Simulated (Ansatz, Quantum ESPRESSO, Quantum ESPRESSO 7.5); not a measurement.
**Re(0001), 4 layers: capacitance across a vacuum gap**

Wanted: the capacitance of Re(0001), 4 layers by the effective screening medium.

Method: plane-wave DFT, PBE, GBRV ultrasoft pseudopotentials (geometry by Ansatz 0.2.0 with PAW datasets; geometry under PBE), in Quantum ESPRESSO 7.5.

**Measured values to reproduce.**

For Re (clean (0001) face), “Anisotropic work function of elemental crystals” (2019, arxiv:1902.07811) quotes earlier work: work function (clean (0001) face) 5.15 eV.

## 1. Set-up

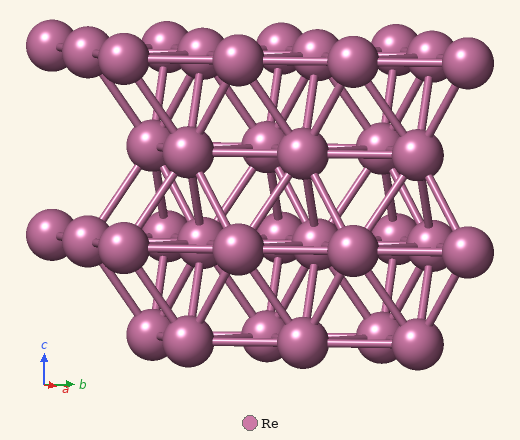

The starting structure, seen from the side, with the c axis up (rhenium pink). 2×3×1 cells are drawn. Some periodic images of atoms are drawn too.

The cell holds 4 atoms: 4 Re. Its edges and angles: a = 2.760 Å, b = 2.760 Å, c = 21.686 Å, α = 90.0°, β = 90.0°, γ = 60.0°. It derives from Re. Vacuum lies along c.

## 2. Relaxation with Ansatz

A relaxation in Ansatz fixes the structure of this slab for the runs on it.

File input.yaml:

```yaml
crystal:
  lattice:
    - [2.76, 0.0, 0.0]
    - [1.38, 2.3902301144, 0.0]
    - [0.0, 0.0, 21.6861]
  atoms:
    - { symbol: Re, position: [0.6666666667, 0.6666666667, 0.345843651] }
    - { symbol: Re, position: [0.0, 0.0, 0.4486145503] }
    - { symbol: Re, position: [0.6666666667, 0.6666666667, 0.5513854497] }
    - { symbol: Re, position: [0.0, 0.0, 0.654156349] }
kpoints:
  mp_grid: { grid: [12, 12, 1] }
hamiltonian:
  xc: pbe
scf:
  occupations: { method: fermi_dirac, width: 0.1 }
  convergence: { dr2_threshold: 1.0e-08 }
efield:
  axis: 3
  dipole_correction: true
  ramp_position: 0.97
  ramp_width: 0.04
relax:
  f_tol: 0.01
  constraints: [{ sites: [0, 1] }]
output:
  write_potential: true
  write_density: true
  volumetric_format: npy
```

The run is started by

```bash
$ ansatz run input.yaml --threads 4 --pin off --max-ram 8192MiB --backend cpu --events-out ev --progress --plain --runs-dir out
```

Numbers of over 12 decimals in the logs are rounded to 6 here.

What it wrote:

```text
Engine: ansatz 0.2.0, aarch64-unknown-linux-gnu
Pseudopotentials: kind: paw
Pseudopotential: Re, paw, valence charge 15, recommended cutoff 420 eV (normal), Re.paw.azcp
Functional definition: PBE
  parameter kappa = 0.804
  parameter beta = 0.066725
  exchange = pbe_x(kappa = kappa, mu = beta*pi^2/3)
  correlation = pbe_c(beta = beta)
Crystal: 4 atoms, lattice volume = 143.064 Å³
Basis set: ecut = 420 eV, 2803 PW (Γ), exchange–correlation on 40×40×300 points (8 copies of the dense FFT grid, shifted against one another)
Bands: 36, of which v1, the nominal top of the filled ones, is band 30 counted from 1 (29 counted from 0)
Symmetry: 6 space group operations
k-points: 19 of 144 (time reversal used)
Non-local potential: Re, projectors of the file, l = 0: 3, l = 1: 2, l = 2: 2, l = 3: 1
PAW form: soft (Blöchl's): semilocal exchange-correlation on the pseudo side does not see the compensation charge
PAW one-centre angular grid: Re, 590 points (default); XC on 64 Gauss nodes
Initial density: superposition of atomic densities (neutral atoms: chi_scale 0, normalization atom), corrected by the library's trained network
Initial wavefunctions: pseudopotential atomic-orbital guess
Functional: x = pbe(κ = 0.804, μ = 0.219515), c = pbe(β = 0.066725)
SCF iter   1: F=—  HF=-43470.074503 eV  |F-HF|=—  |Δ(HF+E_count)|=         —  Δρ=6.93e-3  dr2=3.96e-1  ethr=1.77e-3  p=-0.000 e·Å  D=-3.97e-4 V/Å  ΔV_dip=0.01 eV  dr2_dipole=9.11e-5  V_vac-E_F(+/−)=5.13/5.12 eV  ⟨swp⟩=7.6  Hψ=3315  notcnv=0
efield: sawtooth ramp at fractional position 0.9700 (set: `efield.ramp_position`, or a place that a band, a saddle search or an elastic batch's reference lends), width 0.0400; the density the first Hamiltonian is built on has a dipole p = -0.000 e·Å; the dipole correction subtracts the counter field D = -3.97e-4 V/Å, which shifts the + side's vacuum level by +0.01 eV against the − side's; the planar-averaged density in the ramp window peaks in size at 6.4e-5 e/Å³
preconditioner: auto → LDOS  [metal: Δε(μ)=0.144 eV  Ē_g=4.940 eV  σ=0.100 eV  W_gap=0.31  n_scr=16 (ndim 8)  ℏωp=16.4 eV  f_vac=0.513  D(μ)=3.17/eV (n_scr^D=12)  β→1.0]
SCF iter   2: F=—  HF=-43470.065963 eV  |F-HF|=—  |Δ(HF+E_count)|=   8.54e-3  Δρ=2.92e-3  dr2=6.00e-2  ethr=6.61e-4  p=0.000 e·Å  D=6.59e-5 V/Å  ΔV_dip=-0.00 eV  dr2_dipole=3.03e-6  V_vac-E_F(+/−)=5.02/5.02 eV  ⟨swp⟩=2.2  Hψ=1090  notcnv=0
SCF iter   3: F=—  HF=-43470.061499 eV  |F-HF|=—  |Δ(HF+E_count)|=   4.46e-3  Δρ=1.21e-3  dr2=8.11e-3  ethr=9.99e-5  p=-0.000 e·Å  D=-6.94e-5 V/Å  ΔV_dip=0.00 eV  dr2_dipole=1.60e-7  V_vac-E_F(+/−)=5.09/5.09 eV  ⟨swp⟩=2.4  Hψ=1199  notcnv=0
SCF iter   4: F=—  HF=-43470.059903 eV  |F-HF|=—  |Δ(HF+E_count)|=   1.60e-3  Δρ=3.11e-4  dr2=2.39e-4  ethr=1.35e-5  p=-0.000 e·Å  D=-7.44e-6 V/Å  ΔV_dip=0.00 eV  dr2_dipole=1.52e-7  V_vac-E_F(+/−)=5.07/5.07 eV  ⟨swp⟩=2.5  Hψ=1074  notcnv=0
SCF iter   5: F=—  HF=-43470.059969 eV  |F-HF|=—  |Δ(HF+E_count)|=   6.58e-5  Δρ=9.52e-5  dr2=3.52e-5  ethr=3.99e-7  p=-0.000 e·Å  D=-1.16e-5 V/Å  ΔV_dip=0.00 eV  dr2_dipole=2.18e-8  V_vac-E_F(+/−)=5.07/5.07 eV  ⟨swp⟩=2.7  Hψ=1268  notcnv=0
SCF iter   6: F=—  HF=-43470.059990 eV  |F-HF|=—  |Δ(HF+E_count)|=   2.06e-5  Δρ=2.83e-5  dr2=1.84e-6  ethr=5.87e-8  p=-0.000 e·Å  D=-1.02e-6 V/Å  ΔV_dip=0.00 eV  dr2_dipole=9.80e-10  V_vac-E_F(+/−)=5.07/5.07 eV  ⟨swp⟩=2.3  Hψ=938  notcnv=0
SCF iter   7: F=—  HF=-43470.059991 eV  |F-HF|=—  |Δ(HF+E_count)|=   1.03e-6  Δρ=8.05e-6  dr2=1.47e-7  ethr=3.07e-9  p=-0.000 e·Å  D=-1.12e-6 V/Å  ΔV_dip=0.00 eV  dr2_dipole=1.82e-9  V_vac-E_F(+/−)=5.07/5.07 eV  ⟨swp⟩=2.9  Hψ=1305  notcnv=0
SCF iter   8: F=-43470.059991 eV  HF=-43470.059991 eV  |F-HF|=2.20e-9  |Δ(HF+E_count)|=   4.22e-8  Δρ=1.68e-6  dr2=5.24e-9  ethr=1.67e-11  p=0.000 e·Å  D=1.44e-6 V/Å  ΔV_dip=-0.00 eV  dr2_dipole=1.11e-10  V_vac-E_F(+/−)=5.07/5.07 eV  ⟨swp⟩=9.1  Hψ=5792  notcnv=0
SCF 1 converged in 8 iterations: F = -43470.059991 eV  dr2 = 5.24e-9
  greatest PAW one-centre occupation: 1.000 electrons in one spin orbital (limit 2), on the Re atom at site 2 (counted from 0), in its partial waves of l = 0
relax step   1: F+E_penalty+E_count = -43470.05999093 eV  Δ(F+E_penalty+E_count) = +0.000e0 eV  max|allowed force component| = 1.546e0 eV/Å  Δτ_max = 0.0000 Å  (8 SCF iters, accepted)
Initial density: handed on by an earlier stage of this run
Initial wavefunctions: those handed on with the density
SCF iter   1: F=—  HF=-43470.127263 eV  |F-HF|=—  |Δ(HF+E_count)|=         —  Δρ=1.49e-2  dr2=2.22e0  ethr=3.10e-3  p=0.000 e·Å  D=1.44e-6 V/Å  ΔV_dip=-0.00 eV  dr2_dipole=3.56e-1  V_vac-E_F(+/−)=5.18/5.18 eV  ⟨swp⟩=5.6  Hψ=2090  notcnv=0
efield: sawtooth ramp at fractional position 0.9700 (set: `efield.ramp_position`, or a place that a band, a saddle search or an elastic batch's reference lends), width 0.0400; the density the first Hamiltonian is built on has a dipole p = 0.000 e·Å; the dipole correction subtracts the counter field D = 1.44e-6 V/Å, which shifts the + side's vacuum level by -0.00 eV against the − side's; the planar-averaged density in the ramp window peaks in size at 9.7e-7 e/Å³
preconditioner: auto → LDOS  [metal: Δε(μ)=0.101 eV  Ē_g=5.134 eV  σ=0.100 eV  W_gap=0.24  n_scr=16 (ndim 8)  ℏωp=16.4 eV  f_vac=0.521  D(μ)=2.82/eV (n_scr^D=12)  β→1.0]
SCF iter   2: F=—  HF=-43470.149317 eV  |F-HF|=—  |Δ(HF+E_count)|=   2.21e-2  Δρ=1.36e-2  dr2=1.37e0  ethr=3.10e-3  p=0.019 e·Å  D=2.38e-2 V/Å  ΔV_dip=-0.52 eV  dr2_dipole=5.93e-2  V_vac-E_F(+/−)=4.62/5.13 eV  ⟨swp⟩=2.5  Hψ=1234  notcnv=0
SCF iter   3: F=—  HF=-43469.963019 eV  |F-HF|=—  |Δ(HF+E_count)|=   1.86e-1  Δρ=2.17e-3  dr2=1.29e-2  ethr=2.29e-3  p=0.011 e·Å  D=1.39e-2 V/Å  ΔV_dip=-0.30 eV  dr2_dipole=1.02e-3  V_vac-E_F(+/−)=4.88/5.18 eV  ⟨swp⟩=2.1  Hψ=1064  notcnv=0
SCF iter   4: F=—  HF=-43469.956802 eV  |F-HF|=—  |Δ(HF+E_count)|=   6.22e-3  Δρ=8.63e-4  dr2=2.28e-3  ethr=2.14e-5  p=0.011 e·Å  D=1.37e-2 V/Å  ΔV_dip=-0.30 eV  dr2_dipole=4.19e-5  V_vac-E_F(+/−)=4.88/5.18 eV  ⟨swp⟩=2.9  Hψ=1305  notcnv=0
SCF iter   5: F=—  HF=-43469.956579 eV  |F-HF|=—  |Δ(HF+E_count)|=   2.22e-4  Δρ=1.69e-4  dr2=1.49e-4  ethr=3.81e-6  p=0.011 e·Å  D=1.41e-2 V/Å  ΔV_dip=-0.31 eV  dr2_dipole=2.83e-5  V_vac-E_F(+/−)=4.88/5.18 eV  ⟨swp⟩=2.2  Hψ=1029  notcnv=0
SCF iter   6: F=—  HF=-43469.956592 eV  |F-HF|=—  |Δ(HF+E_count)|=   1.22e-5  Δρ=6.60e-5  dr2=1.19e-5  ethr=2.49e-7  p=0.011 e·Å  D=1.41e-2 V/Å  ΔV_dip=-0.31 eV  dr2_dipole=2.32e-7  V_vac-E_F(+/−)=4.88/5.18 eV  ⟨swp⟩=2.6  Hψ=1315  notcnv=0
[...]
SCF iter   3: F=—  HF=-43470.145610 eV  |F-HF|=—  |Δ(HF+E_count)|=   4.36e-2  Δρ=1.05e-3  dr2=2.24e-3  ethr=4.72e-4  p=0.006 e·Å  D=7.87e-3 V/Å  ΔV_dip=-0.17 eV  dr2_dipole=1.73e-4  V_vac-E_F(+/−)=4.96/5.13 eV  ⟨swp⟩=2.4  Hψ=1180  notcnv=0
SCF iter   4: F=—  HF=-43470.145173 eV  |F-HF|=—  |Δ(HF+E_count)|=   4.37e-4  Δρ=4.22e-4  dr2=4.33e-4  ethr=3.73e-6  p=0.006 e·Å  D=7.70e-3 V/Å  ΔV_dip=-0.17 eV  dr2_dipole=3.84e-6  V_vac-E_F(+/−)=4.96/5.13 eV  ⟨swp⟩=2.8  Hψ=1376  notcnv=0
SCF iter   5: F=—  HF=-43470.145178 eV  |F-HF|=—  |Δ(HF+E_count)|=   5.03e-6  Δρ=1.64e-4  dr2=4.46e-5  ethr=7.22e-7  p=0.006 e·Å  D=7.30e-3 V/Å  ΔV_dip=-0.16 eV  dr2_dipole=5.82e-6  V_vac-E_F(+/−)=4.96/5.12 eV  ⟨swp⟩=2.1  Hψ=993  notcnv=0
SCF iter   6: F=—  HF=-43470.145215 eV  |F-HF|=—  |Δ(HF+E_count)|=   3.74e-5  Δρ=4.94e-5  dr2=8.41e-6  ethr=7.43e-8  p=0.006 e·Å  D=7.21e-3 V/Å  ΔV_dip=-0.16 eV  dr2_dipole=2.53e-8  V_vac-E_F(+/−)=4.97/5.12 eV  ⟨swp⟩=2.7  Hψ=1243  notcnv=0
SCF iter   7: F=—  HF=-43470.145217 eV  |F-HF|=—  |Δ(HF+E_count)|=   1.86e-6  Δρ=1.28e-5  dr2=2.39e-7  ethr=1.40e-8  p=0.006 e·Å  D=7.11e-3 V/Å  ΔV_dip=-0.15 eV  dr2_dipole=3.21e-8  V_vac-E_F(+/−)=4.97/5.12 eV  ⟨swp⟩=2.2  Hψ=1040  notcnv=0
SCF iter   8: F=—  HF=-43470.145217 eV  |F-HF|=—  |Δ(HF+E_count)|=   3.80e-7  Δρ=4.17e-6  dr2=3.17e-8  ethr=3.99e-10  p=0.006 e·Å  D=7.09e-3 V/Å  ΔV_dip=-0.15 eV  dr2_dipole=9.11e-10  V_vac-E_F(+/−)=4.97/5.12 eV  ⟨swp⟩=2.7  Hψ=1356  notcnv=0
SCF iter   9: F=-43470.145217 eV  HF=-43470.145217 eV  |F-HF|=9.82e-10  |Δ(HF+E_count)|=   1.60e-8  Δρ=8.90e-7  dr2=2.54e-9  ethr=1.67e-11  p=0.006 e·Å  D=7.08e-3 V/Å  ΔV_dip=-0.15 eV  dr2_dipole=1.39e-10  V_vac-E_F(+/−)=4.97/5.12 eV  ⟨swp⟩=11.0  Hψ=5171  notcnv=0
SCF 3 converged in 9 iterations: F = -43470.145217 eV  dr2 = 2.54e-9
relax step   3: F+E_penalty+E_count = -43470.14521744 eV  Δ(F+E_penalty+E_count) = -8.523e-2 eV  max|allowed force component| = 1.071e-1 eV/Å  Δτ_max = 0.0714 Å  (9 SCF iters, accepted)
[...]
relax step   4: F+E_penalty+E_count = -43470.14666492 eV  Δ(F+E_penalty+E_count) = -1.447e-3 eV  max|allowed force component| = 1.674e-2 eV/Å  Δτ_max = 0.0242 Å  (8 SCF iters, accepted)
SCF iter   1: F=—  HF=-43470.146777 eV  |F-HF|=—  |Δ(HF+E_count)|=         —  Δρ=4.15e-4  dr2=1.55e-3  ethr=2.55e-5  p=0.006 e·Å  D=6.98e-3 V/Å  ΔV_dip=-0.15 eV  dr2_dipole=2.29e-4  V_vac-E_F(+/−)=4.98/5.13 eV  ⟨swp⟩=2.0  Hψ=1186  notcnv=0
efield: sawtooth ramp at fractional position 0.9700 (set: `efield.ramp_position`, or a place that a band, a saddle search or an elastic batch's reference lends), width 0.0400; the density the first Hamiltonian is built on has a dipole p = 0.006 e·Å; the dipole correction subtracts the counter field D = 6.98e-3 V/Å, which shifts the + side's vacuum level by -0.15 eV against the − side's; the planar-averaged density in the ramp window peaks in size at 2.0e-6 e/Å³
preconditioner: auto → LDOS  [metal: Δε(μ)=0.114 eV  Ē_g=4.971 eV  σ=0.100 eV  W_gap=0.28  n_scr=16 (ndim 8)  ℏωp=16.4 eV  f_vac=0.513  D(μ)=2.93/eV (n_scr^D=12)  β→1.0]
SCF iter   2: F=—  HF=-43470.146745 eV  |F-HF|=—  |Δ(HF+E_count)|=   3.14e-5  Δρ=2.82e-4  dr2=6.62e-4  ethr=2.58e-6  p=0.006 e·Å  D=7.19e-3 V/Å  ΔV_dip=-0.16 eV  dr2_dipole=2.46e-5  V_vac-E_F(+/−)=4.97/5.13 eV  ⟨swp⟩=1.9  Hψ=896  notcnv=0
SCF iter   3: F=—  HF=-43470.146710 eV  |F-HF|=—  |Δ(HF+E_count)|=   3.57e-5  Δρ=6.33e-5  dr2=2.83e-5  ethr=1.10e-6  p=0.006 e·Å  D=7.07e-3 V/Å  ΔV_dip=-0.15 eV  dr2_dipole=8.80e-7  V_vac-E_F(+/−)=4.97/5.13 eV  ⟨swp⟩=2.1  Hψ=935  notcnv=0
SCF iter   4: F=—  HF=-43470.146725 eV  |F-HF|=—  |Δ(HF+E_count)|=   1.49e-5  Δρ=1.64e-5  dr2=1.08e-6  ethr=4.71e-8  p=0.006 e·Å  D=7.06e-3 V/Å  ΔV_dip=-0.15 eV  dr2_dipole=3.16e-10  V_vac-E_F(+/−)=4.97/5.13 eV  ⟨swp⟩=2.8  Hψ=1100  notcnv=0
SCF iter   5: F=—  HF=-43470.146722 eV  |F-HF|=—  |Δ(HF+E_count)|=   2.42e-6  Δρ=5.44e-6  dr2=6.39e-8  ethr=1.80e-9  p=0.006 e·Å  D=7.04e-3 V/Å  ΔV_dip=-0.15 eV  dr2_dipole=1.80e-8  V_vac-E_F(+/−)=4.97/5.13 eV  ⟨swp⟩=2.8  Hψ=1209  notcnv=0
SCF iter   6: F=-43470.146722 eV  HF=-43470.146722 eV  |F-HF|=1.27e-8  |Δ(HF+E_count)|=   6.11e-8  Δρ=1.75e-6  dr2=5.48e-9  ethr=1.67e-11  p=0.006 e·Å  D=7.03e-3 V/Å  ΔV_dip=-0.15 eV  dr2_dipole=2.34e-12  V_vac-E_F(+/−)=4.97/5.13 eV  ⟨swp⟩=10.9  Hψ=5222  notcnv=0
SCF 5 converged in 6 iterations: F = -43470.146722 eV  dr2 = 5.48e-9
relax step   5: F+E_penalty+E_count = -43470.14672233 eV  Δ(F+E_penalty+E_count) = -5.741e-5 eV  max|allowed force component| = 5.867e-4 eV/Å  Δτ_max = 0.0040 Å  (6 SCF iters, accepted)
NSCF: frozen V_eff on 19 k-points
the band table was solved once a step of the walk had ended and its energy, with any forces and stress, was formed, with the checks that follow a solve (3171 applications of the Hamiltonian). They found nothing against the state; the energy, forces and stress were not computed again (output.eigenvalues in the input reference)
WARN: The output density's exchange-correlation potential varies sharply where the density is thin. Do not read a vacuum level from v_tot or v_xc, or from such a field of the output density. On a cell that repeats whose density bears no net charge and no dipole along the vacuum's axis use v_es (v_loc + v_h of the components); under efield.dipole_correction with no amplitude use v_es + v_field, which holds any externa [...]
SCF converged after 6 iterations
Free energy (F): -43470.146722 eV
Harris-Foulkes:  -43470.146722 eV  (|F-HF|=1.27e-8)
Internal energy: -43470.042596 eV  (E = F + TS)
E sigma→0 (E₀):  -43470.094659 eV
Entropy (-TS):   -0.104126 eV (-26.032 meV/atom)
Fermi energy:    6.971281 eV
Dipole field:    D = 0.007024 V/Å  (p = 0.005554 e·Å, saw-weighted, corrected)
Work function:   Φ+ = 4.9749 eV   Φ− = 5.1273 eV
Levels:          The Fermi level and band energies are counted from a zero that moves with the ramp; work functions are not
--- Per-component energies (eV) ---
  E_band       = -1297.551094
  E_kinetic    = 2155.916892
  E_local      = -66551.999514  (includes V_loc(G=0)·N_el)
  E_nonlocal   = 197.166447
  E_hartree    = 32342.978882
  E_xc         = -1611.374549
  E_vxc        = -1210.337496  (∫ρ·V_xc dr)
  E_paw        = -34636.353970  (= ΣΔE_a)
  E_vpaw       = -574.159140  (= ΣTr[D̂ρ^β])
  E_aug_tail   = -0.000303  (compensation charges beyond the density's cutoff)
  E_efield     = 0.000020  (sawtooth field / dipole correction)
  E_vefield    = -0.098437  (∫n·V_field dr)
  E_ewald      = 24633.623499
  E_smearing   = -0.104126  (= −TS)
  E_closure    = -0.000000  (closes the sum)
  Σ components = -43470.146722   (vs F -43470.146722, Δ=0.00e0)
--- Forces (eV/Å), atoms counted from 1 ---
  atom   1  Re     0.00000000    -0.00000000     1.22226110
  atom   2  Re    -0.00000000     0.00000000    -1.22131235
  atom   3  Re    -0.00000000    -0.00000000    -0.00034899
  atom   4  Re     0.00000000     0.00000000    -0.00058666
  max |Σ_I F_I| component: 1.31e-5 eV/Å
--- Band table (eV; the first three rows and the last of 19) ---
  k-point 0: bands = [... 26 lower, 5.4909, 5.8740, 5.8740, 6.0936, 6.0936, 6.7004, 7.6461, 7.8790, ... 2 higher]
  k-point 1: bands = [... 26 lower, 5.6704, 5.7965, 5.8799, 6.0835, 6.3078, 6.6682, 7.0238, 7.7547, ... 2 higher]
  k-point 2: bands = [... 26 lower, 5.8377, 6.0918, 6.2163, 6.2461, 6.5982, 6.6420, 6.9106, 7.7160, ... 2 higher]
  k-point 18: bands = [... 26 lower, 5.4842, 5.4868, 5.5276, 6.8455, 7.8064, 9.1667, 9.3970, 9.4712, ... 2 higher]
--- Relaxed structure (5 steps of the walk, 4 accepted, 0 SCFs on fresh bases) ---
  F+E_penalty+E_count = -43470.14672233 eV   max|allowed force component| = 5.867e-4 eV/Å
  atoms:
    - { symbol: Re, position: [0.666667, 0.666667, 0.345844] }
    - { symbol: Re, position: [0.0, 0.0, 0.448615] }
    - { symbol: Re, position: [0.666667, 0.666667, 0.555585] }
    - { symbol: Re, position: [-9.60662844440706e-19, 0, 0.653055] }
```

Wall time 9.7 s (4 threads of Arm Neoverse V2, shared host); peak memory 0.43 GiB; 37 s of CPU time.

Relaxation path:

| step | energy less that of the first step (eV) | largest force component (eV/Å) |
| --- | --- | --- |
| 1 | 0.0000 | 1.5464 |
| 2 | 0.1034 | 2.7382 |
| 3 | -0.0852 | 0.1071 |
| 4 | -0.0867 | 0.0167 |
| 5 | -0.0867 | 0.0006 |

Relaxation step 2 was tried and not accepted.

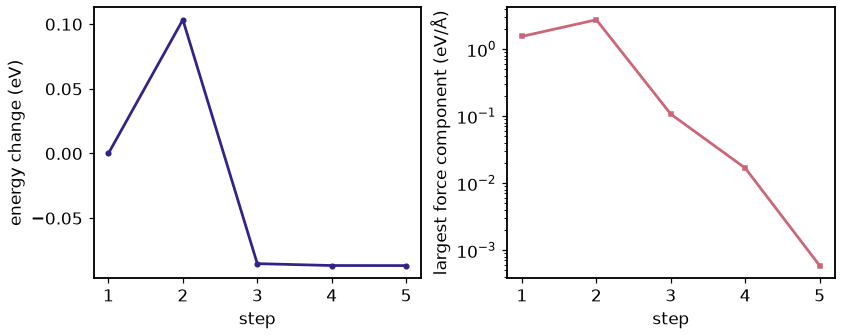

Energy and largest force along the relaxation.

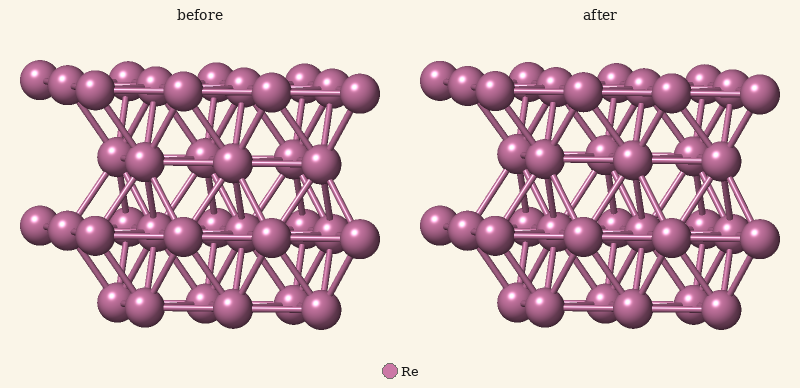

Before and after, at one scale.

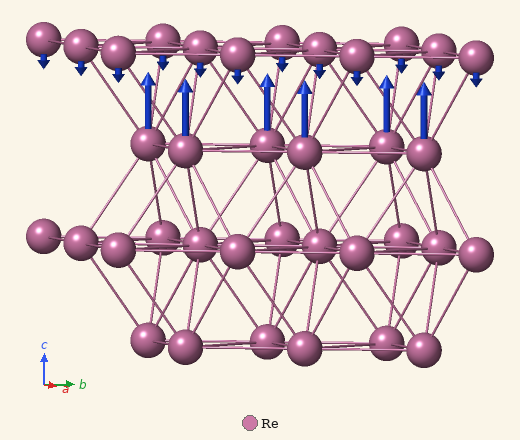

Displacements in the relaxation, exaggerated; the longest in the cell stands for 0.09 Å. 2×3×1 cells are drawn. Some periodic images of atoms are drawn too.

The atoms that moved most (Å):

| atom | dx | dy | dz | length |
| --- | --- | --- | --- | --- |
| Re3 | 0.000 | 0.000 | 0.091 | 0.091 |
| Re4 | 0.000 | 0.000 | -0.024 | 0.024 |

Final coordinates:

```xyz
4
Lattice="2.7600 0.0000 0.0000 1.3800 2.3902 0.0000 0.0000 0.0000 21.6861" Properties=species:S:1:pos:R:3
Re    2.7600    1.5935    7.5000
Re    0.0000    0.0000    9.7287
Re    2.7600    1.5935   12.0485
Re    0.0000    0.0000   14.1622
```

The relaxation lowers the energy by 22 meV an atom. Held were the atoms numbered 1 and 2; the forces quoted are those on the free ones.

Numbers from this step:

| Item | Value |
| --- | --- |
| free energy | -43470.1467 eV |
| energy at zero smearing | -43470.0947 eV |
| smearing term TS | 0.1041 eV |
| Fermi energy | 6.971 eV |
| symmetry operations | 6 |
| work function of the upper face | 4.975 eV |
| work function of the lower face | 5.127 eV |
| dipole along the normal | 0.005554 e·Å |

(Continued in part 2 of 6.)

[Logs are printed without paths, hosts, clocks, repeated set-up lines and the standing remarks that a program may print on its own settings, such as how far it seeks lower states.]

[Hosts, paths, dates, database ids (printed as entryN), source tags and the programs' standing remarks are cut or masked in the printed files.]

[Maps of the electrostatic potential energy from Ansatz leave out the sawtooth potential of an applied field or a dipole correction, so their vacuum need not be flat; planar profiles and work functions include it.]
